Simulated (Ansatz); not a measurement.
Single-point calculation of PNH$_{7}$ (charge +1)

System: PNH$_{7}$, charge +1, SMILES [NH4+].P.
Method: RKS PBE0-D4/def2-TZVPPD (Ansatz 0.2.0).

The geometry is a complex of two molecules. The geometry comes from this level: PBE0-D4/def2-TZVP.

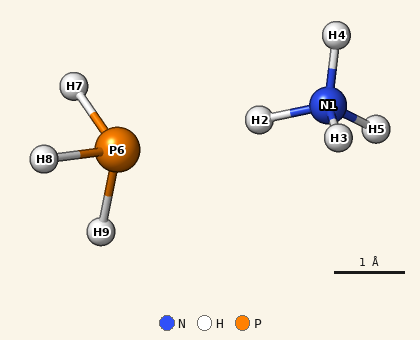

**Figure 1.** The input geometry (ball-and-stick view, seen at a tilt; atoms are numbered from 1 in the order of the input). Bond lengths as drawn: H–N 1.02 to 1.07 Å and H–P 1.41 Å.

**The input**
```yaml
crystal:
  periodic: [false, false, false]
  atoms:
    - {symbol: N, position_ang: [0.058416, -0.245642, -1.673843]}
    - {symbol: H, position_ang: [0.022225, -0.089944, -0.615022]}
    - {symbol: H, position_ang: [-0.863479, -0.523174, -2.012814]}
    - {symbol: H, position_ang: [0.731747, -0.981346, -1.891054]}
    - {symbol: H, position_ang: [0.341826, 0.617304, -2.139477]}
    - {symbol: P, position_ang: [-0.054305, 0.230534, 1.569741]}
    - {symbol: H, position_ang: [1.122120, 0.081244, 2.333582]}
    - {symbol: H, position_ang: [-0.902851, -0.575293, 2.357357]}
    - {symbol: H, position_ang: [-0.455599, 1.486318, 2.071430]}
basis:
  gaussian: {orbitals: "def2-TZVPPD.json"}
total_charge: 1
hamiltonian: {xc: pbe0, dispersion: d4}
output: {orbitals: {seedname: orbitals}}
```

Hardware: 2 threads of Arm Neoverse V2, 23 GiB of memory available, shared host.

Launched with:
```bash
ansatz run in.yaml --threads 2 --pin off --events-out ev --progress --plain --max-ram 5222MiB
```

**The program's output**
```
Functional definition: PBE0
  name "PBE0"
  cite "Adamo & Barone, J. Chem. Phys. 110, 6158 (1999) doi:10.1063/1.478522"
  cite "Perdew, Burke & Ernzerhof, Phys. Rev. Lett. 77, 3865 (1996) doi:10.1103/PhysRevLett.77.3865"
  parent pbe
  parameter a = 0.25
  parameter kappa = 0.804
  parameter beta = 0.06672455060314922
  exchange = (1 - a)*pbe_x(kappa = kappa, mu = beta*pi^2/3) + a*exact_x
  correlation = pbe_c(beta = beta)
932 factors; their error is unknown
mean field evaluation 1: about -10873.4167 eV, gradient 6.9e1 eV
mean field evaluation 2: about -10871.1146 eV, gradient 7.3e1 eV
mean field evaluation 4: about -10881.7755 eV, gradient 2.2e0 eV
mean field evaluation 8: about -10881.7866 eV, gradient 6.2e-2 eV
mean field evaluation 16: about -10881.7988 eV, gradient 2.7e-5 eV
mean field -10881.79880132 eV, -399.8987300002 hartree, gradient 2.7e-5 eV, S^2 0.000000; 0 other end points of the search recorded, 0 dependent functions left out
reference -10881.79882916 eV, -399.8987310235 hartree; 14, 14 occupied and 190, 190 virtual orbitals, 932 factors
Total energy: -10881.85796179 eV, -399.9009041076 hartree
```

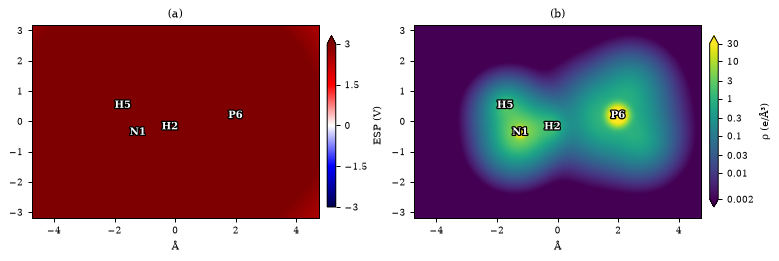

**Figure 2.** (a) electrostatic potential; (b) electron density on the plane of atoms H2, N1 and H5. Atoms in the plane: N, H and P. N–H (1.02 Å): ρ at the midpoint is about 3 e/Å³, with its minimum of 2.3 e/Å³ about 0.8 Å from N. The potential has no marked negative region in this plane.

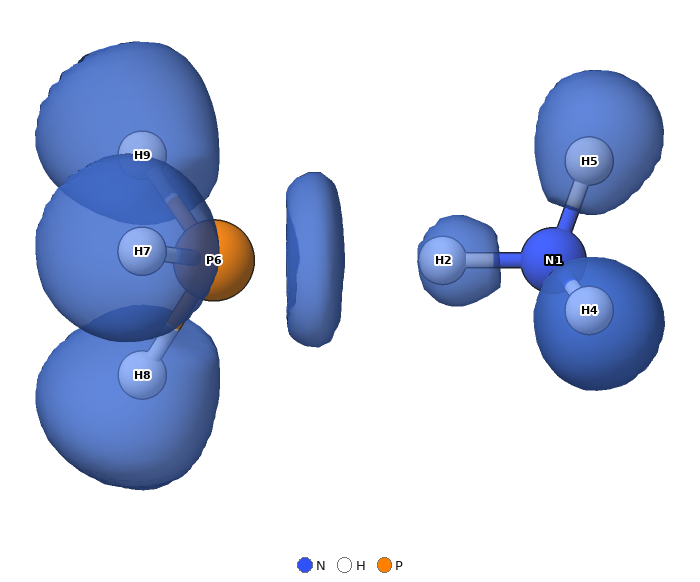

**Figure 3.** Isosurface of the electron localisation function at 0.9 (blue), seen from the side. Core shells and regions of very low density are left out. N–H (1.02 Å): the ELF climbs to about 1 towards the hydrogen, as it does in any bond to H; a covalent bond by its length.

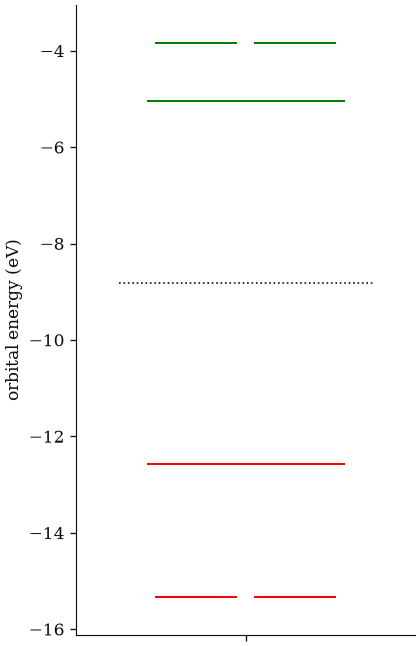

**Figure 4.** Orbital energies near the frontier; the dotted line parts filled from empty levels, and levels within 0.02 eV of each other stand side by side. Highest filled −12.58 eV, lowest empty −5.05 eV, 7.53 eV apart.

**Results in brief**

```json
{"quantity": "outcome", "value": "converged"}
{"quantity": "total energy", "value": "−10881.8580 eV"}
{"quantity": "mean-field energy", "value": "−10881.7988 eV"}
{"quantity": "dispersion energy", "value": "−0.0591 eV"}
{"quantity": "SCF solution under orbital rotations", "value": "stable"}
{"quantity": "HOMO", "value": "−12.58 eV"}
{"quantity": "LUMO", "value": "−5.05 eV"}
{"quantity": "wall time", "value": "1.9 s (CPU time 3.7 s)"}
{"quantity": "peak memory", "value": "0.36 GiB"}
```
